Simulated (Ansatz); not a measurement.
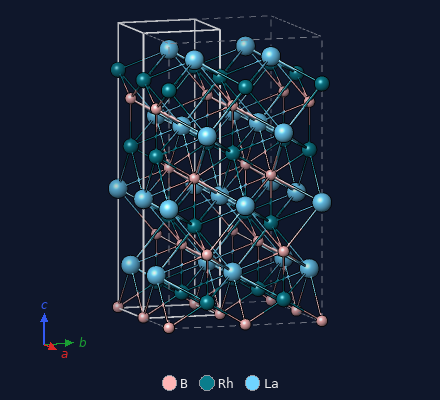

The structure; the drawing may span several cells.

Structure (in its standard cell), the end point of a relaxation (final pressure about 9.5 GPa) with Ansatz, DFT, PAW plane waves, r2scan+U, spin-orbit; the starting structure was generated, so it need not be a known form of this composition:

```
B Rh La
1.0
     3.84610    0.00000    0.00000
     0.00000    3.84610    0.00000
     0.00000    0.00000   13.73278
B Rh La
4 4 4
Direct
  0.50000 0.50000 0.50315
  0.50000 0.00000 0.75315
  0.00000 0.00000 0.00315
  0.00000 0.50000 0.25315
  0.00000 0.00000 0.83525
  0.50000 0.00000 0.58525
  0.50000 0.50000 0.33525
  0.00000 0.50000 0.08525
  0.50000 0.50000 0.91858
  0.00000 0.50000 0.66858
  0.00000 0.00000 0.41858
  0.50000 0.00000 0.16858
```

Predict the [111] zone-axis pattern (80 kV, kinematic, B = 0.5 Å²).

The spots form a centred rectangular net with both shortest vectors at d = 3.70 Å, 85.8° apart. They are -1 0 1 and 0 -1 1. The pattern has symmetry 2mm. A glide plane extinguishes reflections such as 1 -1 0; reflections such as 0 2 -2, 2 0 -2, 1 3 -4 are allowed by the space group but vanish because the atoms sit on special positions.

Strongest reflections with d > 1.14 Å, one of each family (|F|² from tabulated Gaussian fits of the electron scattering factors, times a small damping for the curvature of the Ewald sphere):

```json
{"hkl": "1 1 -2", "d (Å)": "2.528", "I (strongest = 100)": "100"}
{"hkl": "2 -2 0", "d (Å)": "1.360", "I (strongest = 100)": "40"}
{"hkl": "3 -1 -2", "d (Å)": "1.198", "I (strongest = 100)": "18"}
{"hkl": "2 1 -3", "d (Å)": "1.610", "I (strongest = 100)": "11"}
{"hkl": "3 0 -3", "d (Å)": "1.235", "I (strongest = 100)": "6"}
{"hkl": "2 2 -4", "d (Å)": "1.264", "I (strongest = 100)": "5"}
```

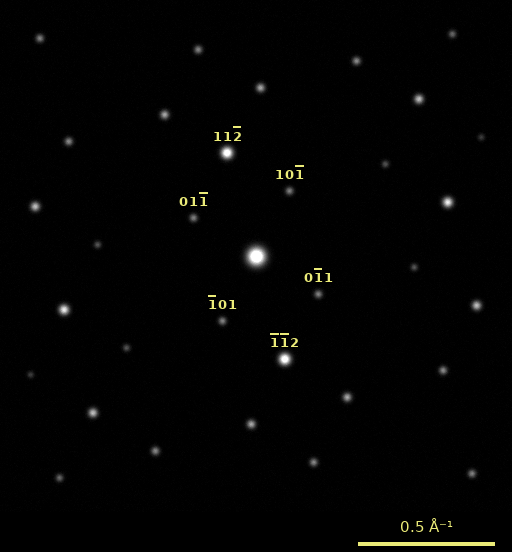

Calculated pattern, seen from the source side with [111] pointing towards the source.
